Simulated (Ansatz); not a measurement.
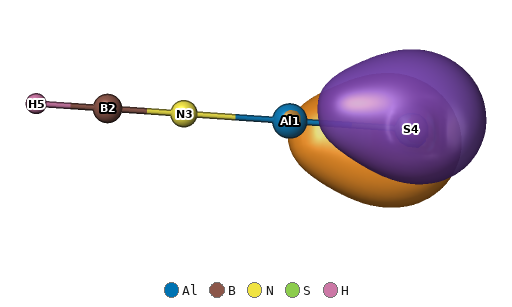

AlBHNS (SMILES B=[N][Al+][S-]). The HOMO at ±0.15 Å⁻³ᐟ² (orange and purple are the two phases), seen from one side.

Geometry: r2SCAN-D4/def2-SVP.

These are results of Ansatz 0.2.0, isolated molecule in a Gaussian basis; Kohn-Sham density functional theory, functional PBE0, not measurements.

Input file:

```
crystal:
  periodic: [false, false, false]
  atoms:
    - {symbol: Al, position_ang: [0.000000, 0.000000, -1.391466]}
    - {symbol: B, position_ang: [0.000000, 0.000000, 1.623914]}
    - {symbol: N, position_ang: [0.000000, 0.000000, 0.359957]}
    - {symbol: S, position_ang: [0.000000, 0.000000, -3.397237]}
    - {symbol: H, position_ang: [0.000000, 0.000000, 2.804832]}
basis:
  gaussian:
    orbitals: def2-TZVPD
hamiltonian:
  xc: pbe0
output: {forces: true, orbitals: {seedname: orbitals}}
```

Command:

```sh
ansatz run input.yaml --threads 1 --pin off --max-ram 2610MiB --events-out events.jsonl --progress --plain --runs-dir runs
```

Where does this orbital lie, and at what energy?

By Hirshfeld shares it lies mainly on S4 (about 80 %) and Al1 (about 20 %). It is one of a degenerate set, so its orientation is arbitrary. Its energy is −6.88 eV.
